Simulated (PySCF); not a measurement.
**C$_{5}$H$_{15}$O$_{2}$PSi: density, localisation and related maps**

```yaml
atoms:
  - { symbol: C, position_ang: [-2.0806, 0.3189, 1.2983] }
  - { symbol: C, position_ang: [-0.8560, -0.4478, 0.8145] }
  - { symbol: C, position_ang: [-1.2304, -1.6670, -0.0131] }
  - { symbol: P, position_ang: [0.2498, 0.7412, -0.0765] }
  - { symbol: O, position_ang: [0.5941, 1.9204, 0.7348] }
  - { symbol: C, position_ang: [-0.6125, 1.3095, -1.6270] }
  - { symbol: O, position_ang: [0.1760, 2.3401, -2.1518] }
  - { symbol: C, position_ang: [1.7126, -0.1629, -0.6781] }
  - { symbol: Si, position_ang: [2.7152, -0.8417, 0.7869] }
  - { symbol: H, position_ang: [-1.7689, 1.2455, 1.7777] }
  - { symbol: H, position_ang: [-2.6461, -0.2717, 2.0171] }
  - { symbol: H, position_ang: [-2.7383, 0.5624, 0.4653] }
  - { symbol: H, position_ang: [-0.2689, -0.7568, 1.6892] }
  - { symbol: H, position_ang: [-1.7708, -1.3702, -0.9099] }
  - { symbol: H, position_ang: [-1.8734, -2.3262, 0.5684] }
  - { symbol: H, position_ang: [-0.3464, -2.2275, -0.3081] }
  - { symbol: H, position_ang: [-0.6777, 0.5294, -2.3864] }
  - { symbol: H, position_ang: [-1.6249, 1.6672, -1.3844] }
  - { symbol: H, position_ang: [0.4174, 2.9183, -1.4119] }
  - { symbol: H, position_ang: [1.4176, -0.9395, -1.3798] }
  - { symbol: H, position_ang: [2.2936, 0.5837, -1.2229] }
  - { symbol: H, position_ang: [4.0378, -1.1971, 0.2685] }
  - { symbol: H, position_ang: [2.8223, 0.1441, 1.8552] }
  - { symbol: H, position_ang: [2.0468, -2.0525, 1.2814] }
```

Geometry: GFN2-xTB.

Method: PySCF 2.14.0, PBE0/pcSseg-1, SCF density, gas phase, non-relativistic.

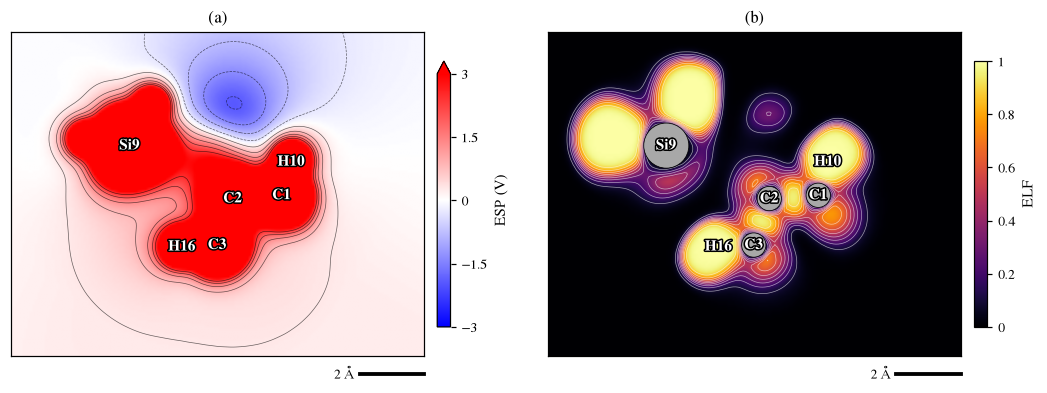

Figure 1. (a) molecular electrostatic potential; (b) ELF on the plane of atoms C2, C3 and H16. Grey discs cover the atomic cores in the ELF map.

Question: What do the fields say about this system?

Answer: The plane passes through C, Si and H nuclei.
C–C (1.52 Å): the ELF peaks at about 0.95 between the atoms (a covalent bond).
Outside the dense part of the molecule the potential is most negative (−2.0 V) near O5, which lies off the plane.

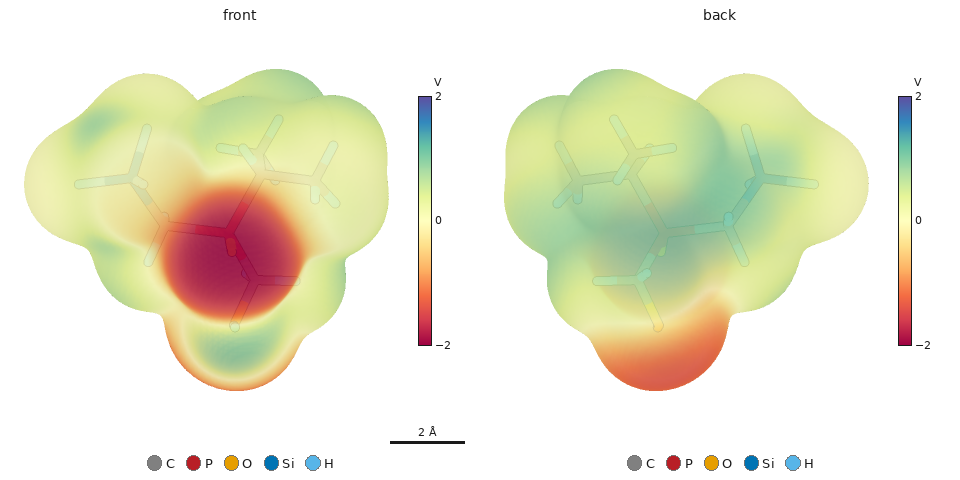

Figure 2. The molecular electrostatic potential painted on the density surface at 0.001 e/bohr³, seen from the front and from behind; the colour scale runs from red (negative) to blue (positive).

Question: Describe the electrostatic potential map.

Answer: The most negative region (about −2.0 V) lies over O5, the most positive (about +1.1 V) over H20. O5 is the likeliest acceptor of a hydrogen bond.

Question: What dipole moment does the calculation give?

Answer: Its dipole moment is 3.64 D.
